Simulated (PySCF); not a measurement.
# C₅H₅FO₃: magnetic properties

Wanted: magnetic properties for C₅H₅FO₃ (`C=C(O/C=C/F)C(=O)O`).

Computed with PySCF 2.14.0 and routines of our own; the level stands in each step. Atoms count from 0.

## 1. The system as given

14 atoms, charge 0, multiplicity 1; geometry from: GFN2-xTB.

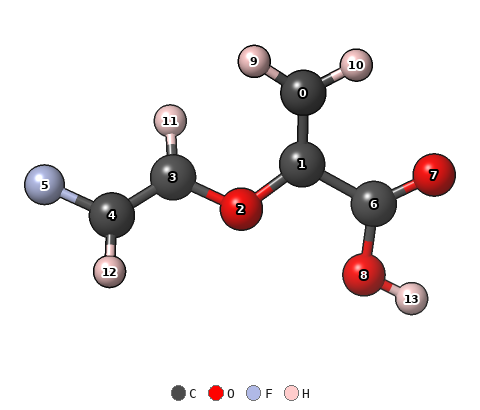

The starting geometry (carbon dark grey, oxygen red, fluorine light blue, hydrogen pink).

## 2. Magnetic properties: GIAO B3LYP/pcSseg-1

What the job is given:

```
{"job": {"kind": "mag", "xc": "B3LYP", "basis": "pcSseg-1", "isotopologues": 0}, "charge": 0, "multiplicity": 1}
C      0.953089     1.513085    -0.132929
C      0.767485     0.206813     0.058075
O     -0.416972    -0.460960     0.127692
C     -1.534675     0.133235    -0.363983
C     -2.738164    -0.247640     0.039031
F     -3.837543     0.294821    -0.508000
C      1.951116    -0.684552     0.255647
O      3.090155    -0.296070     0.252394
O      1.612827    -1.959486     0.434920
H      0.149745     2.217987    -0.245185
H      1.959038     1.888640    -0.159868
H     -1.409958     0.889469    -1.129601
H     -2.952918    -0.991633     0.788471
H      2.406097    -2.504182     0.561170
```

Level: GIAO B3LYP/pcSseg-1 magnetisability, rotational g tensor and spin-rotation constants, non-relativistic, gas phase.

Started as:

```console
$ OMP_NUM_THREADS=1 python excited_run.py task.json out
```

This one command runs all jobs of the session in turn.

What it wrote:

```text
coarse grid: 12880 points
cycle   1  E = -518.6255595229  dE =  1.700e+00  |g| = 1.152e+00  |ddm| = 3.512e+00
cycle   2  E = -518.0820303869  dE =  5.435e-01  |g| = 2.068e+00  |ddm| = 2.507e+00
cycle   3  E = -518.8274073033  dE = -7.454e-01  |g| = 3.985e-01  |ddm| = 1.881e+00
cycle   4  E = -518.8546855642  dE = -2.728e-02  |g| = 1.293e-01  |ddm| = 3.455e-01
cycle   5  E = -518.8572921151  dE = -2.607e-03  |g| = 3.371e-02  |ddm| = 9.099e-02
cycle   6  E = -518.8575103898  dE = -2.183e-04  |g| = 1.311e-02  |ddm| = 3.185e-02
cycle   7  E = -518.8575429693  dE = -3.258e-05  |g| = 4.710e-03  |ddm| = 1.315e-02
cycle   8  E = -518.8575477692  dE = -4.800e-06  |g| = 8.532e-04  |ddm| = 4.165e-03
final grid: 128128 points
cycle   9  E = -518.9616086989  dE = -4.200e-05  |g| = 6.784e-03  |ddm| = 2.519e-02
cycle  10  E = -518.9615927376  dE =  1.596e-05  |g| = 1.165e-02  |ddm| = 1.210e-02
cycle  11  E = -518.9616171278  dE = -2.439e-05  |g| = 1.839e-03  |ddm| = 8.432e-03
cycle  12  E = -518.9616177323  dE = -6.045e-07  |g| = 4.790e-04  |ddm| = 1.490e-03
cycle  13  E = -518.9616177665  dE = -3.418e-08  |g| = 1.509e-04  |ddm| = 4.124e-04
cycle  14  E = -518.9616177703  dE = -3.800e-09  |g| = 6.540e-05  |ddm| = 1.559e-04
cycle  15  E = -518.9616177711  dE = -8.495e-10  |g| = 1.580e-05  |ddm| = 5.860e-05
converged SCF energy = -518.9616177711

Magnetisability tensor (1e-30 J/T^2)
     -970.87       19.50       -1.45
       19.50     -960.15      -92.76
       -1.45      -92.76    -1213.38
isotropic -1048.14   principal values   -1243.81   -978.23   -922.37
isotropic susceptibility -63.120 1e-6 cm^3/mol

Inertial axes            a          b          c
rot. const./GHz      4.5927     0.7222     0.6289
chi total           -58.794    -56.066    -74.501
chi diamagnetic    -359.930  -1597.635  -1848.033
chi paramagnetic    301.137   1541.569   1773.531
quadrupole/D A      -11.721     10.495      1.225
g nuclear            0.5929     0.5088     0.5186
g electronic        -0.6497    -0.5231    -0.5240
g total             -0.0568    -0.0143    -0.0054

Spin-rotation constants (kHz, H = +C I.J)
atom  isotope        aa         bb         cc
  5    19F        5.243      0.404      0.273
  9     1H        0.126     -0.034     -0.079
 10     1H        0.156     -0.029     -0.074
 11     1H       -0.426      0.023     -0.032
 12     1H       -0.480      0.029     -0.023
 13     1H        0.147     -0.042     -0.089
  0    13C*       1.914      0.219      0.073
  1    13C*       2.451      0.230      0.149
  2    17O*      -1.230     -0.135     -0.051
  3    13C*       1.725      0.258      0.174
  4    13C*       1.724      0.270      0.202
  6    13C*       1.696      0.352      0.166
  7    17O*      -2.444     -0.392     -0.060
  8    17O*      -1.528     -0.103     -0.111
* in the singly substituted isotopologue
```

Wall time 43 s (1 thread of Arm Neoverse N1, shared host); peak memory 0.8 GiB.

Key values:

| quantity | value |
| --- | --- |
| magnetisability | -1048·10⁻³⁰ J/T² |
| molar susceptibility | -63.1·10⁻⁶ cm³/mol |
| rotational g (a, b, c) | -0.0568, -0.0143, -0.0054 |

## 3. Magnetic properties: GIAO BLYP/6-31++G** in chloroform

The job, as its differences from that of step 2:

```diff
@@ -1,2 +1,2 @@
-{"job": {"kind": "mag", "xc": "B3LYP", "basis": "pcSseg-1", "isotopologues": 0}, "charge": 0, "multiplicity": 1}
+{"job": {"kind": "mag", "xc": "BLYP", "basis": "6-31++G**", "solvent": "chloroform"}, "charge": 0, "multiplicity": 1}
 C      0.953089     1.513085    -0.132929
```

Method: GIAO BLYP/6-31++G** magnetisability, non-relativistic, IEF-PCM chloroform.

What it wrote:

```text
coarse grid: 12880 points
cycle   1  E = -518.7424336922  dE =  1.583e+00  |g| = 1.160e+00  |ddm| = 6.015e+00
cycle   2  E = -517.7181590576  dE =  1.024e+00  |g| = 2.516e+00  |ddm| = 8.898e+00
cycle   3  E = -518.9356929495  dE = -1.218e+00  |g| = 5.464e-01  |ddm| = 7.226e+00
cycle   4  E = -518.9920071425  dE = -5.631e-02  |g| = 1.801e-01  |ddm| = 1.178e+00
cycle   5  E = -518.9972093257  dE = -5.202e-03  |g| = 6.404e-02  |ddm| = 4.236e-01
cycle   6  E = -518.9981796350  dE = -9.703e-04  |g| = 1.435e-02  |ddm| = 2.523e-01
cycle   7  E = -518.9982093376  dE = -2.970e-05  |g| = 8.838e-03  |ddm| = 3.833e-02
cycle   8  E = -518.9982280158  dE = -1.868e-05  |g| = 2.446e-03  |ddm| = 1.462e-02
cycle   9  E = -518.9982293028  dE = -1.287e-06  |g| = 7.087e-04  |ddm| = 5.705e-03
final grid: 128128 points
cycle  10  E = -518.9143297309  dE = -3.885e-05  |g| = 1.057e-02  |ddm| = 1.422e-01
cycle  11  E = -518.9142503289  dE =  7.940e-05  |g| = 2.247e-02  |ddm| = 5.461e-02
cycle  12  E = -518.9143501140  dE = -9.979e-05  |g| = 4.142e-03  |ddm| = 3.671e-02
cycle  13  E = -518.9143539284  dE = -3.814e-06  |g| = 1.081e-03  |ddm| = 9.905e-03
cycle  14  E = -518.9143541317  dE = -2.033e-07  |g| = 2.165e-04  |ddm| = 1.532e-03
cycle  15  E = -518.9143541375  dE = -5.846e-09  |g| = 1.316e-04  |ddm| = 7.065e-04
cycle  16  E = -518.9143541417  dE = -4.178e-09  |g| = 1.768e-05  |ddm| = 2.240e-04
cycle  17  E = -518.9143541417  dE = -1.478e-11  |g| = 1.473e-05  |ddm| = 5.061e-05
converged SCF energy = -518.9143541417

Magnetisability tensor (1e-30 J/T^2)
     -948.81       21.72       -5.27
       21.72     -941.77      -97.96
       -5.27      -97.96    -1193.90
isotropic -1028.16   principal values   -1227.50   -958.61   -898.36
isotropic susceptibility -61.917 1e-6 cm^3/mol

Inertial axes            a          b          c
rot. const./GHz      4.5927     0.7222     0.6289
chi total           -57.546    -54.795    -73.411
chi diamagnetic    -360.243  -1600.133  -1850.031
chi paramagnetic    302.697   1545.338   1776.621
quadrupole/D A      -13.912     12.014      1.897
```

Run time: 43 s. Hardware: 1 thread of Arm Neoverse N1, shared host; peak memory 0.73 GiB.

From this job:

```
            quantity               value
     magnetisability    -1028·10⁻³⁰ J/T²
molar susceptibility  -61.9·10⁻⁶ cm³/mol
```

## 4. Outcome

```
                                            quantity                      value
       magnetisability (step 2, GIAO B3LYP/pcSseg-1)           -1048·10⁻³⁰ J/T²
  molar susceptibility (step 2, GIAO B3LYP/pcSseg-1)         -63.1·10⁻⁶ cm³/mol
rotational g (a, b, c) (step 2, GIAO B3LYP/pcSseg-1)  -0.0568, -0.0143, -0.0054
```

What this shows: The values above hold for this geometry and these levels alone. Vibrational averaging and real surroundings are missing from these values.
